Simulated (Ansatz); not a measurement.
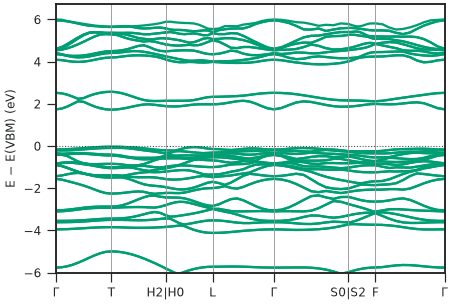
Fig. 1. Band structure from the program Ansatz at the PBEsol with spin–orbit coupling level (PAW)

The gap is 1.72 eV; an edge lies off the plotted path or next to a special point (maximum off the standard path, minimum at T).

The material is CaSnS3 in space group R-3 (No. 148; Ca on 6c, Sn on 6c, S on 18f).

The first step of the workflow began from a Materials Project structure, measured or hypothetical; the Crystallography Open Database copy checked does not list it. Its standing as an ambient phase is unchecked. Symmetry was held in the PBEsol relaxation; of distortions, only those at the zone centre were tested.

Potentials: the later of the program's two PAW sets.
